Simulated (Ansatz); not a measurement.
# CH2FNSi (SMILES FC1=N[SiH2]1): B3LYP/6-311+G(d,p)

Aim: the vertical ionisation energy of CH2FNSi at B3LYP/6-311+G**, from 2 runs. 

The results are computed with Ansatz 0.2.0.

93 further runs of the same task are left out: 93 set aside as unsound or not needed.

**1. The molecule**

CH2FNSi: 6 atoms, total charge 0, spin state singlet. As SMILES, `FC1=N[SiH2]1`. The coordinates come from a PBE0-D4/def2-TZVP relaxation.

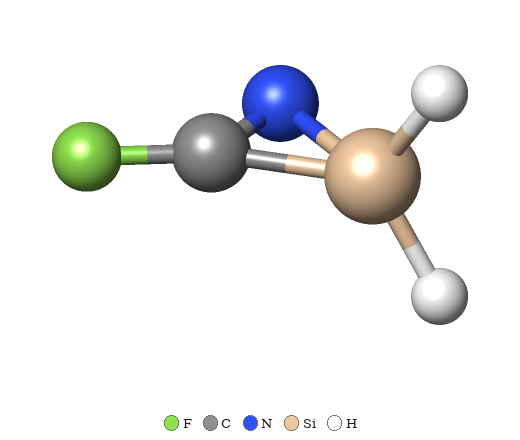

The structure, seen from a chosen angle (fluorine green, carbon grey, nitrogen blue, silicon light orange, hydrogen white).

**2. A single-point energy at B3LYP/6-311+G(d,p)**

job.yaml

```yaml
crystal:
  periodic: [false, false, false]
  atoms:
    - {symbol: F, position_ang: [1.423100, -1.608300, 0.851500]}
    - {symbol: C, position_ang: [0.513000, -0.815400, 0.333600]}
    - {symbol: N, position_ang: [-0.624100, -1.110900, -0.124500]}
    - {symbol: Si, position_ang: [-0.284400, 0.654600, -0.233900]}
    - {symbol: H, position_ang: [0.001700, 1.243400, -1.557500]}
    - {symbol: H, position_ang: [-0.987300, 1.572700, 0.684600]}
basis:
  gaussian: {orbitals: 6-311+G_st__st_-spherical.json}
magnetization: {spin_polarized: false, initial_magnetization: 0}
hamiltonian: {xc: {name: B3LYP}}
accuracy: high
output: {orbitals: {seedname: orbitals}}
```

The basis set 6-311+G** is read from a file made from the Basis Set Exchange's data (not shown).

Started as:

```console
$ ansatz run job.yaml --threads 1 --pin off --max-ram 3480MiB --events-out events.jsonl --progress --plain --runs-dir runs
```

Output:

```text
Warning: RAYON_NUM_THREADS=1 ignored (pool sized by the plan → 1); use --threads N
Functional definition: B3LYP
  name "B3LYP"
  parameter a0 = 0.2
  parameter ax = 0.72
  parameter ac = 0.81
  exchange = (1 - a0 - ax)*slater_x + ax*b88_x + a0*exact_x
  correlation = (1 - ac)*vwn_rpa_c + ac*lyp_c
1948 factors; integrals over basis functions are off by at most 3.8e-9 eV
mean field evaluation 1: about -13146.6324 eV, gradient 6.1e1 eV
mean field evaluation 2: about -13113.4153 eV, gradient 1.2e2 eV
mean field evaluation 4: about -13154.0264 eV, gradient 1.1e1 eV
mean field evaluation 8: about -13154.3853 eV, gradient 9.9e-1 eV
mean field evaluation 16: about -13154.3875 eV, gradient 1.1e-4 eV
mean field -13154.38752269 eV, -483.4148250949 hartree, gradient 9.6e-8 eV, S^2 0.000000; 0 other end points of the search recorded, 0 dependent functions left out
reference -13154.38756383 eV, -483.4148266065 hartree; 19, 19 occupied and 89, 89 virtual orbitals, 1948 factors
Total energy: -13154.38756383 eV, -483.4148266065 hartree
```

Run time: 7.8 s. Hardware: 1 thread of Arm Neoverse V1, shared host; peak memory 0.32 GiB.

**3. The doublet cation, same level**

job.yaml

```yaml
basis:
  gaussian:
    orbitals: 6-311+G_st__st_-spherical.json
crystal:
  periodic: [false, false, false]
  atoms:
    - {symbol: F, position_ang: [1.423100, -1.608300, 0.851500]}
    - {symbol: C, position_ang: [0.513000, -0.815400, 0.333600]}
    - {symbol: N, position_ang: [-0.624100, -1.110900, -0.124500]}
    - {symbol: Si, position_ang: [-0.284400, 0.654600, -0.233900]}
    - {symbol: H, position_ang: [0.001700, 1.243400, -1.557500]}
    - {symbol: H, position_ang: [-0.987300, 1.572700, 0.684600]}
hamiltonian:
  xc: {name: B3LYP}
magnetization:
  spin_polarized: true
  initial_magnetization: 1
total_charge: 1
output: {orbitals: {seedname: orbitals}}
accuracy: high
```

The basis set 6-311+G** is read from a file made from the Basis Set Exchange's data (not shown).

Started as:

```console
$ ansatz run job.yaml --threads 1 --pin off --max-ram 3480MiB --events-out events.jsonl --progress --plain --runs-dir runs
```

Output (excerpt; [...] marks lines left out):

```text
Warning: RAYON_NUM_THREADS=1 ignored (pool sized by the plan → 1); use --threads N
[... 7 set-up lines as earlier in the session ...]
1948 factors; integrals over basis functions are off by at most 3.8e-9 eV
mean field evaluation 1: about -13123.5268 eV, gradient 6.5e1 eV
mean field evaluation 2: about -12951.4456 eV, gradient 1.6e2 eV
mean field evaluation 4: about -13143.7936 eV, gradient 1.0e1 eV
mean field evaluation 8: about -13144.2557 eV, gradient 3.6e-1 eV
mean field evaluation 16: about -13144.4083 eV, gradient 2.1e-3 eV
mean field -13144.40829203 eV, -483.0480951321 hartree, gradient 6.4e-8 eV, S^2 0.754947; 0 other end points of the search recorded, 0 dependent functions left out
reference -13144.40833881 eV, -483.0480968512 hartree; 19, 18 occupied and 89, 90 virtual orbitals, 1948 factors
Total energy: -13144.40833881 eV, -483.0480968512 hartree
```

Wall time 14 s (1 thread of Arm Neoverse V1, shared host); peak memory 0.44 GiB.

**4. Outcome**

At B3LYP/6-311+G**:

```
                                          quantity          value
                     singlet CH2FNSi: total energy  -483.41483 Eh
                      singlet CH2FNSi: HOMO energy       -7.45 eV
                      singlet CH2FNSi: LUMO energy       -1.48 eV
                    singlet CH2FNSi: HOMO–LUMO gap        5.97 eV
                      doublet cation: total energy  -483.04810 Eh
doublet cation: HOMO energy (highest over α and β)      -15.89 eV
 doublet cation: LUMO energy (lowest over α and β)      -12.54 eV
                              doublet cation: ⟨S²⟩          0.755
vertical ionisation energy (to the doublet cation)       9.979 eV
```

**Reading.** Removing an electron at fixed nuclei costs 9.98 eV (230 kcal/mol). −ε(HOMO) before ionisation, 7.45 eV, is 2.53 eV below this ionisation energy.
